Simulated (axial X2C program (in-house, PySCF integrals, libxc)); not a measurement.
# GeF: bond curves with and without spin–orbit coupling, part 2 of 2

Computed with an in-house X2C program for linear molecules on PySCF integrals; all-electron X2C, Ge dyall-cv3z, F dyall-av3z.

### Step 8. PBE0, 2c

State followed: Ω = 1/2 (excess of +ω over −ω: ω = 1/2). The scan is laid around 1.758 Å, a first estimate of the minimum, and this SCF restarts from the orbitals of the search.

Output at 1.758 Å:

```text
two-component X2C + atomic mean field  PBE0
basis functions 162  fitting functions 889  grid points 5076
iter        total energy     max residual
   1      -2197.812994173     6.07e-06
   2      -2197.812994175     2.34e-06
converged
one-electron -3233.54646437  Coulomb 1040.09661715  exact exchange -22.13736648  xc functional -68.18870084  nuclear repulsion 86.69114718  atomic mean-field constant -0.72822682
```

Along the bond, energies from the lowest point:

```
R (Å)  E (eV)  μ (D)  HOMO (eV)  LUMO (eV)  iterations
1.530  0.9377  -0.45      -4.59      -2.58          11
1.600  0.3814  -0.90      -4.75      -2.73          11
1.653  0.1484  -1.24      -4.88      -2.85          11
1.705  0.0305  -1.58      -5.00      -2.96          11
1.758  0.0000  -1.93      -5.12      -3.07           2
1.819  0.0459  -2.32      -5.26      -3.20          10
1.881  0.1553  -2.71      -5.39      -3.32          10
1.960  0.3592  -3.21      -5.56      -3.48          11
2.057  0.6674  -3.80      -5.76      -3.66          11
2.197  1.1682  -4.63      -6.03      -3.92          13
```

Dipoles are positive if F is the positive end.

Outer spinors at the reference distance:

```csv
ω,occupied,ε (eV),atomic character,λ mixture
3/2,yes,-33.85,100% Ge d,"86% δ, 14% π"
-3/2,yes,-33.75,100% Ge d,"77% δ, 23% π"
1/2,yes,-33.49,"94% Ge d, 5% F s","83% π, 17% σ"
-1/2,yes,-33.44,"95% Ge d, 4% F s","87% π, 13% σ"
-5/2,yes,-33.29,100% Ge d,100% δ
-3/2,yes,-33.23,100% Ge d,"77% π, 23% δ"
3/2,yes,-33.21,100% Ge d,"86% π, 14% δ"
5/2,yes,-33.19,100% Ge d,100% δ
-1/2,yes,-31.66,"64% F s, 27% Ge d, 4% Ge p",100% σ
1/2,yes,-31.56,"65% F s, 26% Ge d, 4% Ge p",100% σ
-1/2,yes,-14.98,"54% F p, 40% Ge s, 4% F s",100% σ
1/2,yes,-14.47,"62% F p, 31% Ge s, 4% F s",100% σ
1/2,yes,-11.81,"91% F p, 5% Ge p, 2% Ge d",100% π
-3/2,yes,-11.56,"91% F p, 5% Ge p, 3% Ge d",100% π
-1/2,yes,-11.50,"92% F p, 4% Ge p, 3% Ge d",100% π
3/2,yes,-11.47,"92% F p, 4% Ge p, 3% Ge d",100% π
-1/2,yes,-10.54,"40% F p, 35% Ge s, 19% Ge p",100% σ
1/2,yes,-9.95,"43% Ge s, 31% F p, 20% Ge p",100% σ
1/2,yes,-5.12,"85% Ge p, 8% F p, 3% F d",100% π
-3/2,no,-3.07,"85% Ge p, 8% F p, 3% F d",100% π
-1/2,no,-2.20,"86% Ge p, 8% F p, 3% F d",100% π
3/2,no,-2.09,"86% Ge p, 8% F p, 3% F d",100% π
-1/2,no,-0.39,"69% Ge p, 15% Ge d, 7% F s",100% σ
```

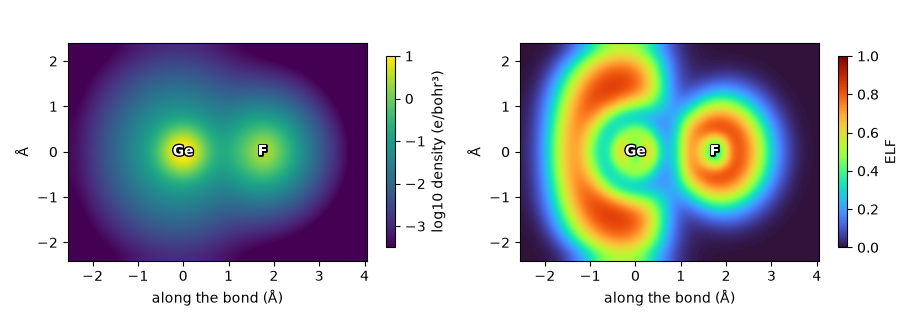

PBE0 fields in a plane through the axis, from a grid of 0.3 Å; Ge lies at z = 0 and F at z = 1.758 Å; the ELF is damped to zero where the density is low.

Re = 1.754 Å, ωe = 656 cm⁻¹, ωexe = 3.09 cm⁻¹, Be = 0.3627 cm⁻¹, De = 5.22 eV, μ = -1.90 D.

### Step 9. HF, 2c

Output at 1.758 Å:

```text
two-component X2C + atomic mean field  HF
basis functions 162  fitting functions 889  grid points 5076
iter        total energy     max residual
   1      -2196.036392758     2.20e-01
   2      -2196.064096581     7.87e-03
   3      -2196.065114769     5.32e-03
   4      -2196.065402345     1.39e-03
   5      -2196.065449520     7.34e-04
   6      -2196.065460519     3.36e-04
   7      -2196.065463705     2.08e-04
   8      -2196.065465260     8.57e-05
   9      -2196.065465527     2.58e-05
  10      -2196.065465558     8.08e-06
  11      -2196.065465561     3.78e-06
  12      -2196.065465561     2.45e-06
converged
one-electron -3233.82133956  Coulomb 1040.50265222  exact exchange -88.70969858  xc functional 0.00000000  nuclear repulsion 86.69114718  atomic mean-field constant -0.72822682
```

Re = 1.730 Å, ωe = 695 cm⁻¹, ωexe = 3.38 cm⁻¹, Be = 0.3727 cm⁻¹, De = 3.32 eV, μ = -1.94 D.

### Step 10. LDA, 2c

Output at 1.758 Å:

```text
two-component X2C + atomic mean field  LDA
basis functions 162  fitting functions 889  grid points 5076
iter        total energy     max residual
   1      -2194.266400969     2.01e-01
   2      -2194.273439170     2.50e-02
   3      -2194.248198568     5.33e-02
   4      -2194.279344636     5.28e-03
   5      -2194.279652675     2.67e-03
   6      -2194.279708371     6.11e-04
   7      -2194.279711318     1.37e-04
   8      -2194.279711551     1.28e-05
   9      -2194.279711553     2.02e-06
converged
one-electron -3232.86789147  Coulomb 1039.30204992  exact exchange 0.00000000  xc functional -86.67679037  nuclear repulsion 86.69114718  atomic mean-field constant -0.72822682
```

Re = 1.748 Å, ωe = 658 cm⁻¹, ωexe = 3.09 cm⁻¹, Be = 0.3651 cm⁻¹, De = 6.55 eV, μ = -1.75 D.

### Step 11. Correlated methods, 2c

Correlated methods: 11 electrons correlated (frozen shells, counted by type: Ge 3 s, 2 p, 1 d; F 1 s), 233 virtual spinors in MP2, 90 natural virtuals in coupled cluster.

Output of the correlated part at 1.758 Å:

```text
correlated 11  virtual 233  natural virtual 90  E(MP2) -0.345306519  MP2 remainder -0.012213807
iter   CCSD correlation   residual
   1     -0.330333864   1.31e-01
   2     -0.339440920   5.75e-02
   3     -0.342295647   2.30e-02
   4     -0.342216625   7.10e-03
   5     -0.342262989   2.58e-03
   6     -0.342287753   8.46e-04
   7     -0.342282628   3.32e-04
   8     -0.342283498   1.13e-04
   9     -0.342284699   4.16e-05
  10     -0.342284204   1.52e-05
  11     -0.342284266   6.58e-06
  12     -0.342284151   3.84e-06
  13     -0.342284128   2.20e-06
  14     -0.342284134   9.76e-07
(T) -0.011699154  T1 0.0239  D1 0.0381  max T2 0.089
```

MP2: Re = 1.762 Å, ωe = 653 cm⁻¹, Be = 0.3593 cm⁻¹, De = 5.58 eV.

CCSD: Re = 1.753 Å, ωe = 665 cm⁻¹, ωexe = 3.1 cm⁻¹, Be = 0.3629 cm⁻¹, De = 5.11 eV. T1 at Re = 0.017 (Lee–Taylor, the printed value over √2).

CCSD(T): Re = 1.759 Å, ωe = 655 cm⁻¹, ωexe = 3.13 cm⁻¹, Be = 0.3603 cm⁻¹, De = 5.26 eV. T1 at Re = 0.017 (Lee–Taylor, the printed value over √2).

### Step 12. A higher determinant, 2c

State: Ω = 3/2 (excess of +ω over −ω: ω = 3/2).

Output at the reference distance:

```text
two-component X2C + atomic mean field  PBE0
basis functions 162  fitting functions 889  grid points 5076
iter        total energy     max residual
   1      -2197.808556633     8.30e-06
   2      -2197.808556634     6.41e-06
converged
one-electron -3233.44777857  Coulomb 1039.99945620  exact exchange -22.13666571  xc functional -68.18648891  nuclear repulsion 86.69114718  atomic mean-field constant -0.72822682
```

```
R (Å)  E above the lowest PBE0 point (eV)
1.530                               1.049
1.600                               0.496
1.653                               0.265
1.705                               0.149
1.758                               0.121
1.819                               0.169
1.881                               0.280
1.960                               0.486
2.057                               0.796
```

Re = 1.752 Å, ωe = 658 cm⁻¹, ωexe = 3.09 cm⁻¹, Be = 0.3632 cm⁻¹, μ = -1.86 D. Te = 0.12 eV.

### Step 13. The 2c curves together

Energy (eV) of the followed determinant, 2c, from each level's lowest point:

| R (Å) | PBE0 | HF | MP2 | CCSD | CCSD(T) | LDA |
| --- | --- | --- | --- | --- | --- | --- |
| 1.530 | 0.938 | 0.798 | 1.011 | n/a | n/a | 0.882 |
| 1.600 | 0.381 | 0.285 | 0.424 | 0.390 | 0.414 | 0.349 |
| 1.653 | 0.148 | 0.085 | 0.174 | 0.151 | 0.167 | 0.130 |
| 1.705 | 0.031 | 0.000 | 0.042 | 0.031 | 0.039 | 0.022 |
| 1.758 | 0.000 | 0.002 | 0.000 | 0.000 | 0.000 | 0.000 |
| 1.819 | 0.046 | 0.083 | 0.035 | 0.048 | 0.039 | 0.053 |
| 1.881 | 0.155 | 0.225 | 0.137 | 0.161 | 0.143 | 0.168 |
| 1.960 | 0.359 | 0.467 | 0.333 | 0.371 | 0.341 | 0.377 |
| 2.057 | 0.667 | 0.815 | 0.636 | n/a | n/a | 0.690 |
| 2.197 | 1.168 | 1.362 | 1.135 | n/a | n/a | 1.194 |

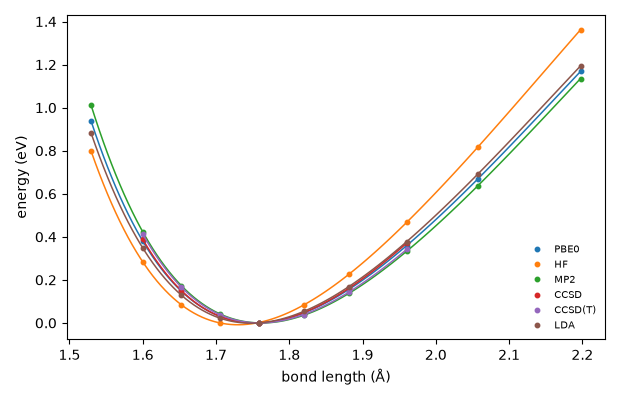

Curves of the followed state, 2c, each from its own lowest point.

Time for the job: 82 s (1 thread of Arm Neoverse V2, shared host); peak memory 0.67 GiB.

### Step 14. What came out

This closing draws on all 2 parts.

Lowest determinant that the search found at its distance, spin-free: M_S = 1/2, Λ = 1 (beyond closed shells: π+α).

Lowest determinant that the search found at its distance, 2c: Ω = 1/2 (excess of +ω over −ω: ω = 1/2).

```json
{"Hamiltonian": "spin-free", "level": "PBE0", "Re (Å)": "1.753", "ωe (cm⁻¹)": "658", "De (eV)": "5.17", "μ (D)": "-1.88"}
{"Hamiltonian": "spin-free", "level": "HF", "Re (Å)": "1.729", "ωe (cm⁻¹)": "696", "De (eV)": "3.30", "μ (D)": "-1.92"}
{"Hamiltonian": "spin-free", "level": "MP2", "Re (Å)": "1.761", "ωe (cm⁻¹)": "654", "De (eV)": "5.54", "μ (D)": "n/a"}
{"Hamiltonian": "spin-free", "level": "CCSD", "Re (Å)": "1.752", "ωe (cm⁻¹)": "667", "De (eV)": "5.08", "μ (D)": "n/a"}
{"Hamiltonian": "spin-free", "level": "CCSD(T)", "Re (Å)": "1.758", "ωe (cm⁻¹)": "656", "De (eV)": "5.23", "μ (D)": "n/a"}
{"Hamiltonian": "spin-free", "level": "LDA", "Re (Å)": "1.747", "ωe (cm⁻¹)": "659", "De (eV)": "6.48", "μ (D)": "-1.73"}
{"Hamiltonian": "2c", "level": "PBE0", "Re (Å)": "1.754", "ωe (cm⁻¹)": "656", "De (eV)": "5.22", "μ (D)": "-1.90"}
{"Hamiltonian": "2c", "level": "HF", "Re (Å)": "1.730", "ωe (cm⁻¹)": "695", "De (eV)": "3.32", "μ (D)": "-1.94"}
{"Hamiltonian": "2c", "level": "MP2", "Re (Å)": "1.762", "ωe (cm⁻¹)": "653", "De (eV)": "5.58", "μ (D)": "n/a"}
{"Hamiltonian": "2c", "level": "CCSD", "Re (Å)": "1.753", "ωe (cm⁻¹)": "665", "De (eV)": "5.11", "μ (D)": "n/a"}
{"Hamiltonian": "2c", "level": "CCSD(T)", "Re (Å)": "1.759", "ωe (cm⁻¹)": "655", "De (eV)": "5.26", "μ (D)": "n/a"}
{"Hamiltonian": "2c", "level": "LDA", "Re (Å)": "1.748", "ωe (cm⁻¹)": "658", "De (eV)": "6.55", "μ (D)": "-1.75"}
```

Dipoles are positive if F is the positive end.

Time per point (s) on 1 thread of Arm Neoverse V2, shared host (2c runs; CCSD comes with the CCSD(T) run); the times are rough: PBE0 0.35, HF 0.25, MP2 0.4, CCSD(T) 3.6, LDA 0.18.

**Reading.** At CCSD(T), going from spin-free to two-component changes Re by +1 mÅ, ωe by -0.2 %, which is small (part of it comes from the scalar share of the two-electron terms). De moves by +0.03 eV; both De rest on single-determinant atoms, which can miss part of an open shell's spin–orbit lowering.

De refers to Ge + F, each in the lowest determinant found, which need not be this curve's own limit. The state is a single determinant with fixed occupations, the lowest that a limited PBE0 search found. De is counted from the lowest determinant-based energies of the atoms at the same level, without counterpoise correction. Density functionals use the spin component along the axis (collinear). CCSD and (T) use frozen natural virtuals with an MP2 correction for the truncation. With the outer-core shells frozen, correlated bond lengths of heavy atoms tend to come out a few hundredths of an ångström too long.
